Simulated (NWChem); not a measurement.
# MgHOF (SMILES [OH][Mg][F]) at CAM-B3LYP/6-311+G(d,p) (density fitting with ahlrichs coulomb fitting)

What is the vertical ionisation energy of MgHOF at CAM-B3LYP/6-311+G** (density fitting with ahlrichs coulomb fitting)? 

The results are computed with NWChem 7.3.0.

### 1 Starting point

The species is MgHOF (4 atoms), meant as a singlet with charge 0. As SMILES, `[OH][Mg][F]`. Geometry: relaxed at PBE0-D4/def2-TZVP.

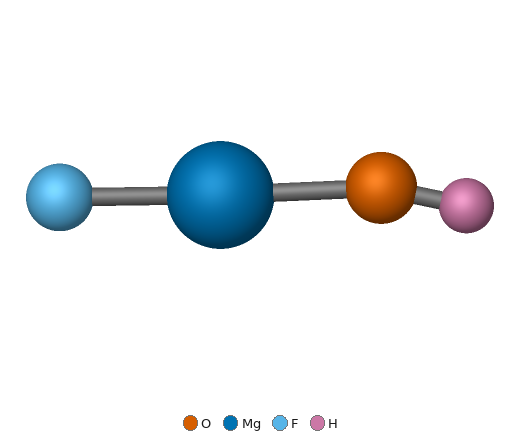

The structure, seen from a chosen angle (oxygen orange, magnesium blue, fluorine blue, hydrogen pink).

### 2 The energy at CAM-B3LYP/6-311+G(d,p) (density fitting with ahlrichs coulomb fitting)

The input, fhmgo.nw:

```
start fhmgo
memory 2200 mb
charge 0

geometry noautosym nocenter noautoz
O       -0.021800       1.049600      -0.217900
Mg      -0.028900      -0.677200       0.087200
F       -0.080700      -2.405100       0.364900
H        0.186900       1.972400      -0.254500
end

basis spherical bse
* library 6-311+G**
end

basis "cd basis" spherical
* library "ahlrichs coulomb fitting"
end

dft
xc xcamb88 1.00 lyp 0.81 vwn_5 0.19 hfexch 1.00
cam 0.33 cam_alpha 0.19 cam_beta 0.46
grid fine
convergence energy 1e-08
direct
maxiter 100
mulliken
noprint "final vectors analysis"
end

task dft energy
```

Run with:

```console
$ nwchem fhmgo.nw > fhmgo.out
```

Output (excerpt; [...] marks lines left out):

```text
[...]
          Wavefunction type:  closed shell.
          No. of atoms     :     4
          No. of electrons :    30
[...]
          Charge           :     0
          Spin multiplicity:     1
[...]
          AO basis - number of functions:    80
[...]
              XC Information
              --------------
                     Hartree-Fock (Exact) Exchange  1.000
                   CAM-Becke88 Exchange Functional  1.000
                      VWN V Correlation Functional  0.190 local
              Lee-Yang-Parr Correlation Functional  0.810
[...]
 d= 0,ls=0.0,diis     1   -375.7251798642 -4.56D+02  1.61D-02  1.57D+00     1.1
[...]
 d= 0,ls=0.0,diis     9   -375.8746810776 -9.38D-09  1.23D-06  1.40D-08     8.5
         Total DFT energy =     -375.874681077606
      One electron energy =     -684.959493763140
           Coulomb energy =      264.733832282187
    Exchange-Corr. energy =      -36.050580074063
 Nuclear repulsion energy =       80.401560477410
[...]
      Total Density - Mulliken Population Analysis
     ---------------------------------------------
    Atom       Charge   Shell Charges
 -----------   ------   -------------------------------------------------------
    1 O    8     8.86   1.08  0.91  0.99  0.96  2.06  0.81  1.77  0.03  0.24  0.00
    2 Mg  12    11.03   0.78  1.20  1.03  0.95  0.50  0.05  2.37  3.53  0.35  0.02  0.05 -0.01 -0.00  0.22
    3 F    9     9.44   1.08  0.92  1.19  1.06  2.32  0.93  1.91 -0.11  0.15  0.00
    4 H    1     0.68   0.27  0.35 -0.01  0.07
[...]
```

Run time: 9 s. Hardware: 1 thread of AMD EPYC 9R45 (Zen 5), shared host; peak memory 0.11 GiB.

### 3 The doublet cation

The input, m1.nw:

```
START m1
memory 2200 mb
charge 1

GEOMETRY units angstroms noautosym nocenter noautoz
  O     -0.021800     1.049600    -0.217900
  Mg    -0.028900    -0.677200     0.087200
  F     -0.080700    -2.405100     0.364900
  H      0.186900     1.972400    -0.254500
END

BASIS spherical bse
  * library 6-311+G**
END

BASIS "cd basis" spherical
  * library "ahlrichs coulomb fitting"
END

DFT
  xc xcamb88 1.00 lyp 0.81 vwn_5 0.19 hfexch 1.00
  cam 0.33 cam_alpha 0.19 cam_beta 0.46
  mult 2
  grid fine
  convergence energy 1e-08
  direct
  maxiter 100
  mulliken
  print low
END

TASK dft energy
```

Run with:

```console
$ nwchem m1.nw > m1.out
```

Output (excerpt; [...] marks lines left out):

```text
[...]
 d= 0,ls=0.0,diis     1   -375.1894177871 -4.56D+02  1.37D-02  8.70D-01     1.2
[...]
 d= 0,ls=0.5,diis    55   -375.4518910117 -9.64D-09  8.79D-07  6.79D-09    59.4
[...]
         Total DFT energy =     -375.451891013898
      One electron energy =     -676.232486338431
           Coulomb energy =      256.117119188893
    Exchange-Corr. energy =      -35.738084341770
 Nuclear repulsion energy =       80.401560477410
[...]
      Total Density - Mulliken Population Analysis
     ---------------------------------------------
    Atom       Charge   Shell Charges
 -----------   ------   -------------------------------------------------------
    1 O    8     8.19   1.08  0.91  0.97  1.02  1.98  0.83  1.44 -0.03 -0.01  0.00
    2 Mg  12    10.95   0.78  1.20  1.03  0.95  0.52  0.05  2.37  3.54  0.32 -0.00  0.04 -0.01 -0.00  0.17
    3 F    9     9.31   1.08  0.92  1.18  1.07  2.31  0.92  1.86 -0.12  0.08  0.00
    4 H    1     0.55   0.26  0.29 -0.05  0.06
[...]
      <S2> =      0.7528 (Exact =     0.7500)
[...]
```

It took 61 s on 1 thread of AMD EPYC 9R45 (Zen 5), shared host; peak memory 0.11 GiB.

### 4 Results

At CAM-B3LYP/6-311+G** (density fitting with ahlrichs coulomb fitting):

| quantity | value |
| --- | --- |
| singlet MgHOF: total energy | -375.87468 Eh |
| singlet MgHOF: dipole moment | 2.10 D |
| doublet cation: total energy | -375.45189 Eh |
| doublet cation: ⟨S²⟩ | 0.753 |
| vertical ionisation energy (to the doublet cation) | 11.505 eV |

In words: The vertical ionisation energy comes to 11.50 eV (1110 kJ/mol). Mulliken charges (singlet MgHOF) run from -0.86 on O1 to +0.97 on Mg2; in a basis this large or diffuse they mean little. Mulliken charges (doublet cation) run from -0.31 on F3 to +1.05 on Mg2; in a basis this large or diffuse they mean little.
